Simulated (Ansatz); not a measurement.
**C2H10N2Si: shape, modes and thermochemistry**

Aim: relax C2H10N2Si from a cheap starting geometry, check the end point by its vibrations and derive ideal-gas thermochemistry.

Program: Ansatz 0.2.0, Gaussian basis. Level of theory: RKS PBE0-D4/def2-TZVP. These are calculated values, not measurements.

The runs, in order: relaxation at PBE-D4/def2-SVP; relaxation at PBE0-D4/def2-TZVP; harmonic vibrations at the same level.

1 further run of the same task is left out (set aside as unsound or not needed). Runs told in other sessions of the task aren't counted.

### Step 1. Where the work starts

SMILES `CN([SiH3])CN`, 15 atoms, charge 0, spin multiplicity 1.

Atoms are counted from 1 here; the program's logs count them from 0.

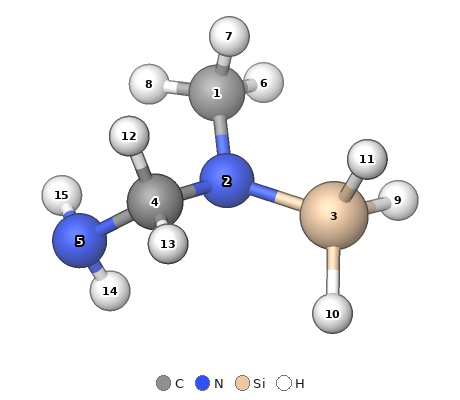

As it starts; carbon grey, nitrogen blue, silicon light orange, hydrogen white; atoms are numbered from 1 in the order of the file.

The start is a force-field geometry with small random shifts, so a cheaper pass at PBE-D4/def2-SVP comes first.

### Step 2. Geometry optimisation, PBE-D4/def2-SVP (cheap first pass)

Input file in.yaml:

```yaml
crystal:
  periodic: [false, false, false]
  atoms:
    - {symbol: C, position_ang: [-1.130600, 0.702500, 0.561700]}
    - {symbol: N, position_ang: [0.090400, 0.201300, 0.046200]}
    - {symbol: Si, position_ang: [1.516700, 0.547900, 0.906700]}
    - {symbol: C, position_ang: [-0.043200, -1.113000, -0.510900]}
    - {symbol: N, position_ang: [-0.476500, -0.942400, -1.911300]}
    - {symbol: H, position_ang: [-1.090500, 1.833200, 0.774600]}
    - {symbol: H, position_ang: [-1.475900, 0.234900, 1.467000]}
    - {symbol: H, position_ang: [-1.945500, 0.682400, -0.195600]}
    - {symbol: H, position_ang: [1.588900, 2.017300, 1.243400]}
    - {symbol: H, position_ang: [2.701400, 0.134400, 0.107700]}
    - {symbol: H, position_ang: [1.491300, -0.230000, 2.201600]}
    - {symbol: H, position_ang: [-0.868400, -1.684900, 0.044800]}
    - {symbol: H, position_ang: [0.739300, -1.716500, -0.502300]}
    - {symbol: H, position_ang: [0.210900, -0.320800, -2.279100]}
    - {symbol: H, position_ang: [-1.330200, -0.397100, -1.925100]}
basis:
  gaussian: {orbitals: def2-SVP}
hamiltonian: {xc: pbe, dispersion: d4}
relax: {f_tol: 0.03, max_steps: 200}
```

The run is started by

```bash
$ ansatz run in.yaml --threads 4 --pin off --events-out ev --progress --plain --max-ram 10444MiB
```

What it wrote, cut to the lines that bear on the results:

```text
Functional definition: PBE
  name "PBE"
  cite "Perdew, Burke & Ernzerhof, Phys. Rev. Lett. 77, 3865 (1996) doi:10.1103/PhysRevLett.77.3865"
  parent pbe
[...]
1436 factors; their error is unknown
[...]
mean field -13076.47084091 eV, -480.5514398533 hartree, gradient 1.4e-5 eV, S^2 0.000000; 0 other end points of the search recorded, 0 dependent functions left out
[...]
reference -13076.47087942 eV, -480.5514412682 hartree; 25, 25 occupied and 99, 99 virtual orbitals, 1436 factors
relax step   1: F+E_penalty+E_count = -13076.79361704 eV  Δ(F+E_penalty+E_count) = +0.000e0 eV  max|allowed force component| = 6.372e0 eV/Å  Δτ_max = 0.0000 Å  (30 SCF iters, accepted)
[...]
relax step   3: F+E_penalty+E_count = -13077.58900300 eV  Δ(F+E_penalty+E_count) = -1.018e-1 eV  max|allowed force component| = 4.280e-1 eV/Å  Δτ_max = 0.1009 Å  (29 SCF iters, accepted)
[...]
relax step   5: F+E_penalty+E_count = -13077.60662073 eV  Δ(F+E_penalty+E_count) = -1.112e-2 eV  max|allowed force component| = 2.718e-1 eV/Å  Δτ_max = 0.1999 Å  (28 SCF iters, accepted)
[...]
relax step   7: F+E_penalty+E_count = -13077.61200088 eV  Δ(F+E_penalty+E_count) = -5.380e-3 eV  max|allowed force component| = 3.265e-1 eV/Å  Δτ_max = 0.0653 Å  (31 SCF iters, accepted)
[...]
Total energy: -13077.62028054 eV, -480.5936809805 hartree
Atom 0 at    -1.161962     0.794853     0.535750 Å, force     0.003065    -0.000473    -0.002440 eV/Å
Atom 1 at     0.090229     0.151568     0.178745 Å, force    -0.017399    -0.009459    -0.009704 eV/Å
Atom 2 at     1.558529     0.523825     1.055639 Å, force     0.010579     0.010285     0.009294 eV/Å
Atom 3 at    -0.048045    -1.097486    -0.580697 Å, force    -0.002434    -0.005744     0.007192 eV/Å
Atom 4 at    -0.579875    -0.983091    -1.922137 Å, force    -0.000210    -0.004529    -0.003617 eV/Å
Atom 5 at    -0.977272     1.787059     0.994849 Å, force    -0.004977     0.003339     0.000611 eV/Å
Atom 6 at    -1.776738     0.197195     1.254788 Å, force     0.001896    -0.000148    -0.000284 eV/Å
Atom 7 at    -1.788793     0.969955    -0.368035 Å, force     0.001595     0.001987     0.001406 eV/Å
Atom 8 at     1.652805     2.019504     1.208468 Å, force     0.001135    -0.001335    -0.000971 eV/Å
Atom 9 at     2.711174    -0.007289     0.247956 Å, force     0.004598    -0.001664    -0.000537 eV/Å
Atom 10 at     1.667636    -0.064745     2.448766 Å, force     0.000623    -0.000968     0.002334 eV/Å
Atom 11 at    -0.697602    -1.820130    -0.027838 Å, force    -0.002811     0.002060    -0.001570 eV/Å
Atom 12 at     0.960314    -1.561136    -0.639888 Å, force     0.007582    -0.000344    -0.002069 eV/Å
Atom 13 at    -0.065786    -0.261688    -2.444503 Å, force    -0.003126     0.004413     0.000337 eV/Å
Atom 14 at    -1.566514    -0.699194    -1.912463 Å, force    -0.000114     0.002581     0.000018 eV/Å
Dipole moment:    -0.223857     0.163218    -0.021147 e Å
```

It took 7.5 s on 4 threads of Intel Xeon 6975P-C, shared host.

Step by step: (the energy doesn't fall at every step)

```
step  energy from step 1 (eV)  largest force component (eV/Å)
   1                   0.0000                          6.3715
   2                  -0.6935                          1.9311
   3                  -0.7954                          0.4280
   4                  -0.8019                          0.2887
   5                  -0.8130                          0.2718
   6                  -0.8003                          0.3794
   7                  -0.8184                          0.3265
   8                  -0.8262                          0.0519
   9                  -0.8266                          0.0174
```

Distances of close pairs at the start and the end, largest changes first:

```
  bond  before (Å)  after (Å)  change (Å)
C4–H13       0.988      1.111      +0.123
N2–Si3       1.701      1.750      +0.049
 C1–H7       1.076      1.119      +0.043
 C1–H6       1.151      1.109      -0.043
 C1–N2       1.417      1.452      +0.035
 N2–C4       1.434      1.468      +0.035
N5–H14       0.997      1.028      +0.031
C4–H12       1.148      1.118      -0.030
```

### Step 3. Optimising with PBE0-D4/def2-TZVP

Input file in.yaml:

```yaml
crystal:
  periodic: [false, false, false]
  atoms:
    - {symbol: C, position_ang: [-1.161962, 0.794853, 0.535750]}
    - {symbol: N, position_ang: [0.090229, 0.151568, 0.178745]}
    - {symbol: Si, position_ang: [1.558529, 0.523825, 1.055639]}
    - {symbol: C, position_ang: [-0.048045, -1.097486, -0.580697]}
    - {symbol: N, position_ang: [-0.579875, -0.983091, -1.922137]}
    - {symbol: H, position_ang: [-0.977272, 1.787059, 0.994849]}
    - {symbol: H, position_ang: [-1.776738, 0.197195, 1.254788]}
    - {symbol: H, position_ang: [-1.788793, 0.969955, -0.368035]}
    - {symbol: H, position_ang: [1.652805, 2.019504, 1.208468]}
    - {symbol: H, position_ang: [2.711174, -0.007289, 0.247956]}
    - {symbol: H, position_ang: [1.667636, -0.064745, 2.448766]}
    - {symbol: H, position_ang: [-0.697602, -1.820130, -0.027838]}
    - {symbol: H, position_ang: [0.960314, -1.561136, -0.639888]}
    - {symbol: H, position_ang: [-0.065786, -0.261688, -2.444503]}
    - {symbol: H, position_ang: [-1.566514, -0.699194, -1.912463]}
basis:
  gaussian: {orbitals: def2-TZVP}
hamiltonian: {xc: pbe0, dispersion: d4}
relax: {f_tol: 0.005, max_steps: 150}
```

Same command.

What it wrote, cut to the lines that bear on the results:

```text
Functional definition: PBE0
  name "PBE0"
  cite "Adamo & Barone, J. Chem. Phys. 110, 6158 (1999) doi:10.1063/1.478522"
  cite "Perdew, Burke & Ernzerhof, Phys. Rev. Lett. 77, 3865 (1996) doi:10.1103/PhysRevLett.77.3865"
  parent pbe
[...]
1378 factors; their error is unknown
[...]
mean field -13087.39335972 eV, -480.9528350159 hartree, gradient 1.6e-5 eV, S^2 0.000000; 0 other end points of the search recorded, 0 dependent functions left out
[...]
reference -13087.39339559 eV, -480.9528363341 hartree; 25, 25 occupied and 196, 196 virtual orbitals, 1378 factors
relax step   1: F+E_penalty+E_count = -13087.65711102 eV  Δ(F+E_penalty+E_count) = +0.000e0 eV  max|allowed force component| = 6.479e-1 eV/Å  Δτ_max = 0.0000 Å  (29 SCF iters, accepted)
[...]
Atom 5 at    -0.963121     1.733449     1.057863 Å, force     0.001112    -0.000292    -0.000152 eV/Å
Atom 6 at    -1.769849     0.161395     1.183476 Å, force    -0.000010     0.000005     0.000403 eV/Å
Atom 7 at    -1.742100     1.040944    -0.357460 Å, force    -0.000211     0.000491    -0.000598 eV/Å
Atom 8 at     1.623900     2.002662     1.198703 Å, force    -0.000297    -0.000238     0.000004 eV/Å
Atom 9 at     2.683598     0.015019     0.231896 Å, force     0.000199     0.000039    -0.000247 eV/Å
Atom 10 at     1.638929    -0.072997     2.397774 Å, force    -0.000401     0.000135    -0.000292 eV/Å
Atom 11 at    -0.694140    -1.781890    -0.008009 Å, force     0.000056    -0.000307    -0.000026 eV/Å
Atom 12 at     0.942588    -1.551712    -0.621191 Å, force     0.000676    -0.000375    -0.000103 eV/Å
Atom 13 at    -0.058476    -0.298379    -2.433750 Å, force    -0.000236     0.000411     0.000025 eV/Å
Atom 14 at    -1.548475    -0.711553    -1.896310 Å, force     0.000053     0.000146    -0.000149 eV/Å
Dipole moment:    -0.226608     0.173984     0.015464 e Å
```

It took 22 s on 4 threads of Intel Xeon 6975P-C, shared host; peak memory 0.65 GiB.

Step by step:

```
step  energy from step 1 (eV)  largest force component (eV/Å)
   1                   0.0000                          0.6479
   2                  -0.0608                          0.2874
   3                  -0.0688                          0.0603
   4                  -0.0692                          0.0213
   5                  -0.0695                          0.0144
   6                  -0.0694                          0.0381
   7                  -0.0695                          0.0045
   8                  -0.0696                          0.0071
   9                  -0.0696                          0.0050
  10                  -0.0696                          0.0041
```

The force was under the threshold of 0.005 eV/Å already at step 7, but the program went on to step 10.

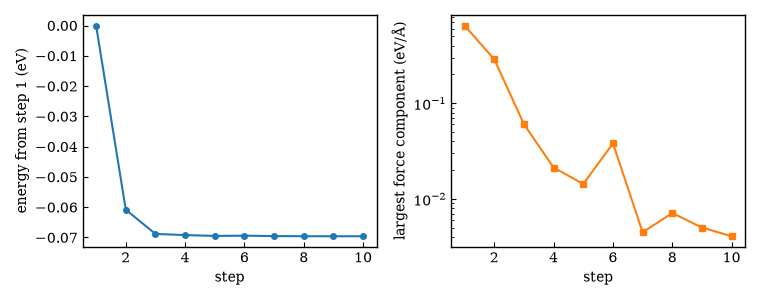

Energy and force, step by step.

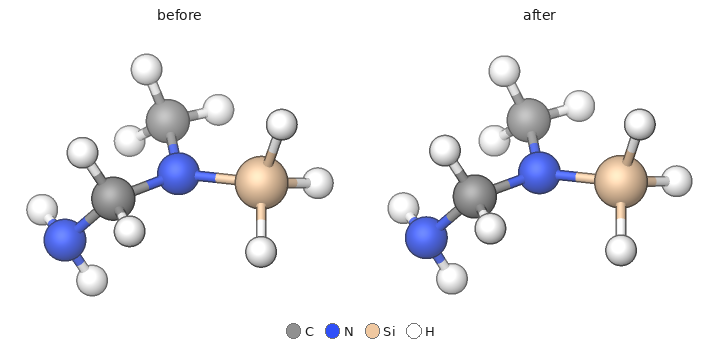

Before and after, at one scale.

Distances of close pairs at the start and the end, largest changes first:

```
   bond  before (Å)  after (Å)  change (Å)
 N2–Si3       1.750      1.719      -0.031
Si3–H11       1.516      1.496      -0.020
 Si3–H9       1.506      1.487      -0.019
  C1–H7       1.119      1.100      -0.019
 C4–H12       1.118      1.100      -0.018
Si3–H10       1.504      1.486      -0.018
  C1–H8       1.114      1.096      -0.018
 C4–H13       1.111      1.094      -0.018
```

Mulliken charges at the end point, from the run's report:

C1 -0.33; N2 -0.19; Si3 0.17; C4 -0.06; N5 -0.50; H6 0.14; H7 0.12; H8 0.11; H9 -0.03; H10 -0.03; H11 -0.05; H12 0.11; H13 0.12; H14 0.21; H15 0.22

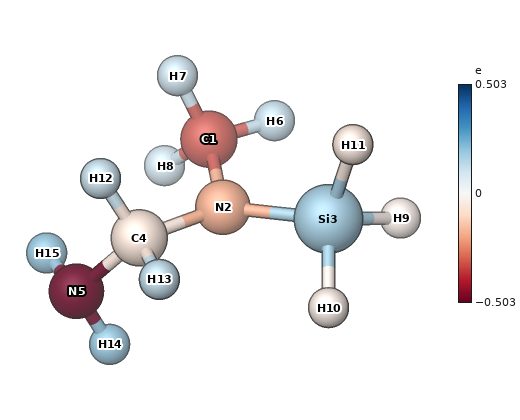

Mulliken charges at the end point, from the run's report, as colours on the atoms.

### Step 4. Harmonic vibrations

Input file in.yaml:

```yaml
crystal:
  periodic: [false, false, false]
  atoms:
    - {symbol: C, position_ang: [-1.149999, 0.795069, 0.531377]}
    - {symbol: N, position_ang: [0.096260, 0.160529, 0.171165]}
    - {symbol: Si, position_ang: [1.539434, 0.527138, 1.030674]}
    - {symbol: C, position_ang: [-0.045537, -1.086422, -0.560153]}
    - {symbol: N, position_ang: [-0.574911, -0.984052, -1.896656]}
    - {symbol: H, position_ang: [-0.963121, 1.733449, 1.057863]}
    - {symbol: H, position_ang: [-1.769849, 0.161395, 1.183476]}
    - {symbol: H, position_ang: [-1.742100, 1.040944, -0.357460]}
    - {symbol: H, position_ang: [1.623900, 2.002662, 1.198703]}
    - {symbol: H, position_ang: [2.683598, 0.015019, 0.231896]}
    - {symbol: H, position_ang: [1.638929, -0.072997, 2.397774]}
    - {symbol: H, position_ang: [-0.694140, -1.781890, -0.008009]}
    - {symbol: H, position_ang: [0.942588, -1.551712, -0.621191]}
    - {symbol: H, position_ang: [-0.058476, -0.298379, -2.433750]}
    - {symbol: H, position_ang: [-1.548475, -0.711553, -1.896310]}
basis:
  gaussian: {orbitals: def2-TZVP}
hamiltonian: {xc: pbe0, dispersion: d4}
phonons: {temperatures: {t_min: 298.15, t_max: 900, t_step: 200}}
```

The command is unchanged.

What it wrote, cut to the lines that bear on the results:

```text
Functional definition: PBE0
  name "PBE0"
  cite "Adamo & Barone, J. Chem. Phys. 110, 6158 (1999) doi:10.1063/1.478522"
  cite "Perdew, Burke & Ernzerhof, Phys. Rev. Lett. 77, 3865 (1996) doi:10.1103/PhysRevLett.77.3865"
  parent pbe
[...]
1378 factors; their error is unknown
[...]
mean field -13087.46037229 eV, -480.9552976823 hartree, gradient 1.6e-5 eV, S^2 0.000000; 0 other end points of the search recorded, 0 dependent functions left out
[...]
reference -13087.46040781 eV, -480.9552989878 hartree; 25, 25 occupied and 196, 196 virtual orbitals, 1378 factors
[...]
1378 factors; their error is unknown
mean field -13087.46019571 eV, -480.9552911934 hartree, gradient 2.5e-6 eV, S^2 0.000000; 0 other end points of the search recorded, 0 dependent functions left out
[...]
reference -13087.46023125 eV, -480.9552924992 hartree; 25, 25 occupied and 196, 196 virtual orbitals, 1378 factors
[...]
Atom 5 at    -0.963121     1.733449     1.057863 Å, force     0.001105    -0.000278    -0.000150 eV/Å
Atom 6 at    -1.769849     0.161395     1.183476 Å, force    -0.000007     0.000015     0.000399 eV/Å
Atom 7 at    -1.742100     1.040944    -0.357460 Å, force    -0.000214     0.000469    -0.000621 eV/Å
Atom 8 at     1.623900     2.002662     1.198703 Å, force    -0.000299    -0.000238     0.000006 eV/Å
Atom 9 at     2.683598     0.015019     0.231896 Å, force     0.000210     0.000035    -0.000258 eV/Å
Atom 10 at     1.638929    -0.072997     2.397774 Å, force    -0.000395     0.000139    -0.000301 eV/Å
Atom 11 at    -0.694140    -1.781890    -0.008009 Å, force     0.000047    -0.000299    -0.000030 eV/Å
Atom 12 at     0.942588    -1.551712    -0.621191 Å, force     0.000696    -0.000379    -0.000115 eV/Å
Atom 13 at    -0.058476    -0.298379    -2.433750 Å, force    -0.000241     0.000411     0.000026 eV/Å
Atom 14 at    -1.548475    -0.711553    -1.896310 Å, force     0.000050     0.000142    -0.000163 eV/Å
Dipole moment:    -0.226608     0.173986     0.015464 e Å
[...]
```

Wall time 2.2 min (4 threads of Intel Xeon 6975P-C, shared host); peak memory 0.71 GiB.

Motions are named by where the mode's potential energy lies. The modes, unscaled (a negative number is an imaginary wavenumber):

```
mode  cm⁻¹                  motion
   1    75                 torsion
   2   107                 torsion
   3   147                 torsion
   4   202                 torsion
   5   250                    bend
   6   311       bend with torsion
   7   372       torsion with bend
   8   439                    bend
   9   684                    bend
  10   699                    bend
  11   710                    bend
  12   846  wag or twist with bend
  13   908  bend with wag or twist
  14   916  bend with wag or twist
  15   968                    bend
  16   976                    bend
  17  1016   C–N stretch with bend
  18  1123             C–N stretch
  19  1136                    bend
  20  1178   bend with C–N stretch
  21  1215   C–N stretch with bend
  22  1320                    bend
  23  1393                    bend
  24  1414                    bend
  25  1455                    bend
  26  1478                    bend
  27  1483                    bend
  28  1511                    bend
  29  1664                    bend
  30  2164            Si–H stretch
  31  2217            Si–H stretch
  32  2227            Si–H stretch
  33  2984             C–H stretch
  34  3000             C–H stretch
  35  3049             C–H stretch
  36  3080             C–H stretch
  37  3114             C–H stretch
  38  3534             N–H stretch
  39  3622             N–H stretch
```

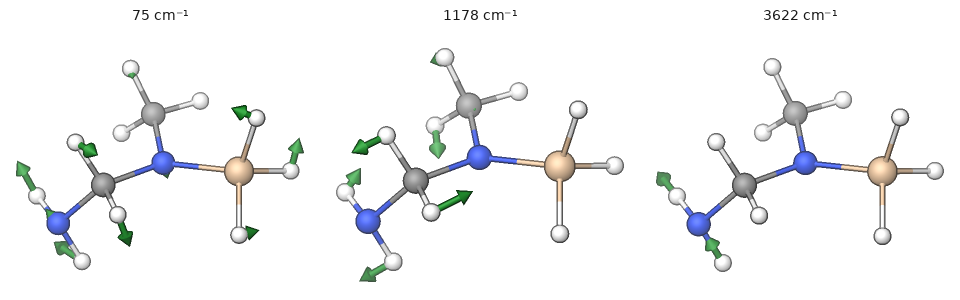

How the atoms move in 3 of the modes.

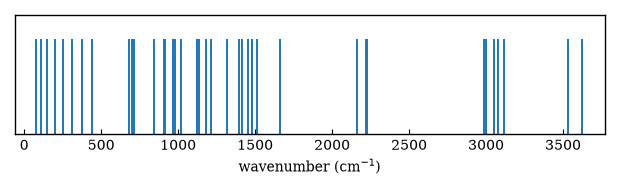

The harmonic wavenumbers as sticks (no intensities were computed).

Ideal gas, rigid rotor and harmonic oscillator at 298.15 K and 1 bar, with symmetry number 1:

```
                term            value
   zero-point energy    78.6 kcal/mol
          H(298) − E    84.1 kcal/mol
entropy, translation  165.0 J/(mol K)
   entropy, rotation  111.9 J/(mol K)
  entropy, vibration   80.0 J/(mol K)
      entropy, total  356.9 J/(mol K)
```

### Step 5. Outcome

```
                  quantity            value
               point group               C1
                     steps           9 + 10
shift from the start (rms)          0.261 Å
              total energy   -13087.7267 eV
           dispersion term         -266 meV
             dipole moment           1.37 D
lowest, highest wavenumber    75, 3622 cm⁻¹
         zero-point energy    78.6 kcal/mol
       entropy at 298.15 K  356.9 J/(mol K)
```

**Reading.** The relaxed geometry lies 0.26 Å (rms) from the start; the bond that changed most is C4–H13, from 0.988 to 1.094 Å. All wavenumbers are real, so the end point is a minimum. The stiffest mode, 3622 cm⁻¹, is an N–H stretch, and 3 modes under 200 cm⁻¹ make the vibrational entropy uncertain. Harmonic hybrid wavenumbers usually lie a few per cent above measured fundamentals. The largest Mulliken charge, -0.50 e, sits on N5.
